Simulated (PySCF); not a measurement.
C$_{2}$H$_{6}$FNSi (charge −1, doublet)

Input file:

```
{"job": {"kind": "epr", "basis": "pcH-1"}, "charge": -1, "multiplicity": 2}
C      2.127506    -0.415354     0.487359
C      0.734530    -0.533301     0.600731
Si    -0.508357     0.655867     0.022083
N     -2.163036     0.027519     0.097974
F     -0.314805     1.012865    -1.594794
H      2.567670     0.252850    -0.237824
H      2.793031    -1.143207     0.933879
H      0.407476    -1.236049     1.373265
H     -0.792747     2.089097     0.411326
H     -2.211020    -0.977011     0.002628
H     -2.634825     0.269395     0.957250
```

Launched as:

```sh
OMP_NUM_THREADS=1 python probes_run.py task.json out
```

Geometry: GFN2-xTB.

These are results of PySCF, UKS B3LYP, pcH-1 on C F H N Si, non-relativistic, mean-field spin-orbit, GIAO, not measurements.

> Predict the electron density, electron localisation function and spin density between the atoms.

C–C (1.40 Å): ρ at the midpoint is about 1.5 e/Å³; the ELF peaks at about 0.90 between the atoms, as expected for a covalent bond.
Si–N (1.77 Å): the density is about 0.88 e/Å³ at the midpoint; the ELF peaks at about 0.90 between the atoms; a polar covalent bond.
C–Si (1.81 Å): the density is about 0.96 e/Å³ at the midpoint; the ELF peaks at about 0.90 between the atoms, as expected for a covalent bond.
C–H (1.08 Å): ρ is about 1.4 e/Å³ halfway; the ELF climbs to about 1 towards the hydrogen, as it does in any bond to H (a covalent bond by its length).
The unpaired spin (1 electron) lies mostly on C1 (about 0.4), Si3 (about 0.2) and C2 (about 0.2), in electrons by Hirshfeld's partition.

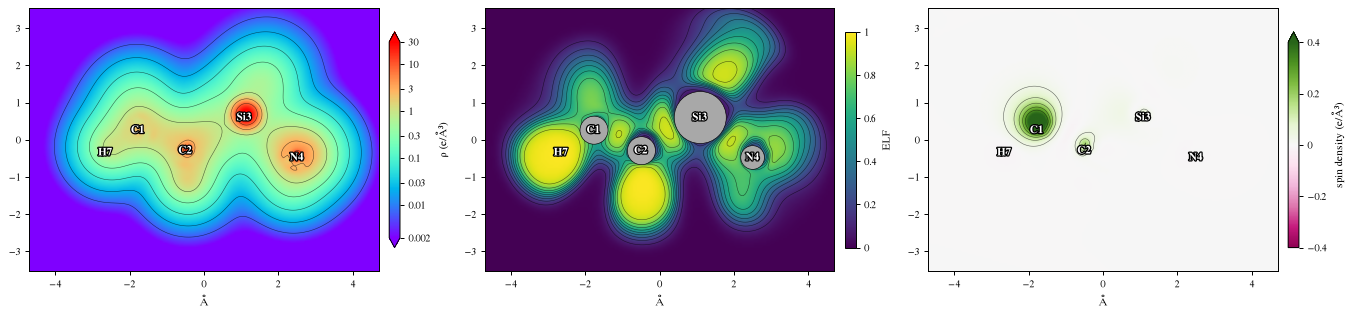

Computed electron density, electron localisation function and spin density on the plane of atoms C2, Si3 and N4, in this order. Grey discs cover the atomic cores in the ELF map. 
